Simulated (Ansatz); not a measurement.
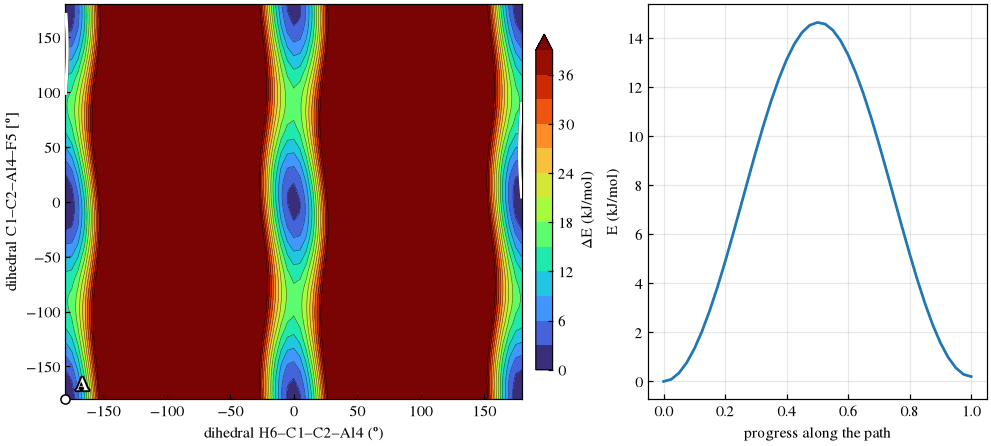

C2H3AlClF, SMILES C=[C](Cl)[AlH][F]. 
- The first coordinate is: dihedral H6–C1–C2–Al4; the second: dihedral C1–C2–Al4–F5.
- Nothing is relaxed (all other coordinates rigid).
- The scan uses an 18 × 18 grid; 228 points were computed and 96 follow by symmetry.
- All energies are given in kJ/mol relative to the lowest grid point.
- The dihedral twists a double bond; near 90° a spin-restricted reference is unreliable.
- Level of theory: RHF/def2-TZVP in Ansatz 0.2.0.

In the figure: filled contours, a line along the lowest path, one colour for all values above the top of the scale, the energy along the path at the right, the start A. Between grid points the surface is interpolated.

**Describe the path and its barrier.**

The easiest path leads from the well at dihedral H6–C1–C2–Al4 = −180°, dihedral C1–C2–Al4–F5 = −180° to the well at dihedral H6–C1–C2–Al4 = −180°, dihedral C1–C2–Al4–F5 = 0°, about 0.2 kJ/mol higher (on a rigid scan; wells that are mirror images or exchange like atoms can differ by this much). Its highest point lies about 15 kJ/mol above the bottom of the first well on the interpolated surface, at about dihedral H6–C1–C2–Al4 = 180°, dihedral C1–C2–Al4–F5 = 90°. The start is the relaxed structure and all else is held, so a fully relaxed path at this level can only be lower.
